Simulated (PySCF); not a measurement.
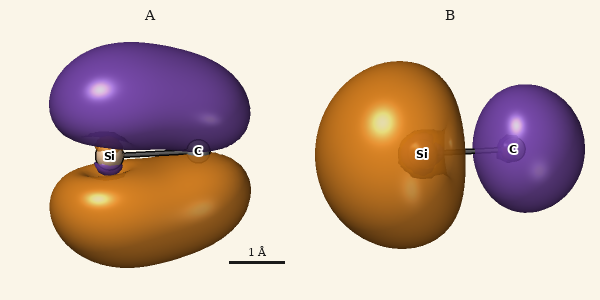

*SiC (charge −1, doublet). Two frontier β-spin orbitals, each drawn at the value that holds 80 % of its norm (orange and purple are the two phases), in no order; of a degenerate pair one member is drawn.*

⟨S²⟩ = 0.82, above the pure value of 0.75.

These are results of PySCF 2.14.0, PBE0/def2-TZVPPD, non-relativistic Hamiltonian with scalar-relativistic core potentials where named, at a bond length of 1.670 Å, not measurements.

### Label each orbital by symmetry, say whether it is occupied, and order them by energy.

Orbital B: σ, occupied in this spin, −3.18 eV; mainly on Si (75 %).
Orbital A: π, occupied in this spin, −0.20 eV; bonding, with no node between the atoms.
